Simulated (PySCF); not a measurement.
```xyz
16

O     3.2716   -0.3665    1.0393
C     2.7368    0.4160    0.3110
O     3.3529    1.5077   -0.1686
C     1.3148    0.3364   -0.2143
O     0.6308   -0.7097    0.3806
Si   -0.6662   -1.5429   -0.1135
O    -1.9578   -0.5921   -0.3372
Si   -3.2085    0.4115   -0.1141
H     4.2642    1.5503    0.1644
H     0.8171    1.2933   -0.0083
H     1.3725    0.2210   -1.3046
H    -0.4762   -2.1391   -1.4325
H    -0.8506   -2.4084    1.0317
H    -3.8060    0.1236    1.1875
H    -4.1204    0.1305   -1.2202
H    -2.6826    1.7773   -0.1712
```

Geometry: GFN2-xTB.

These are results of PBE0/def2-SVPD, SCF density, gas phase (PySCF), not measurements.

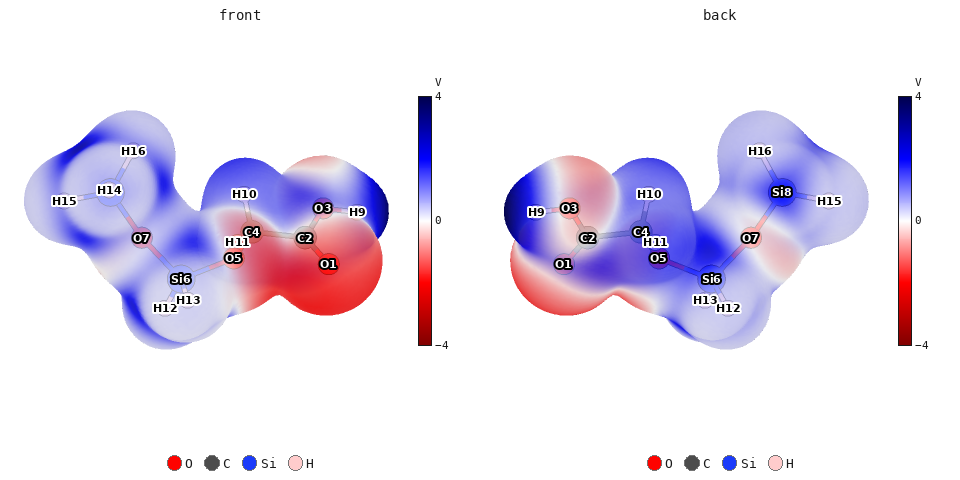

C$_{2}$H$_{8}$O$_{4}$Si$_{2}$ (SMILES O=C(O)CO[SiH2]O[SiH3]). The electrostatic potential painted on the density surface at 0.004 e/bohr³, seen from the front and from behind; the colour scale runs from red (negative) to blue (positive).

**Describe the electrostatic potential map.**

The most negative region (about −2.0 V, or −46 kcal/mol for a unit charge) lies over O1, the most positive (about +3.7 V, or +85 kcal/mol for a unit charge) over H9. O1 is the likeliest acceptor of a hydrogen bond.

**What dipole moment does the calculation give?**

Its dipole moment is 2.42 D.
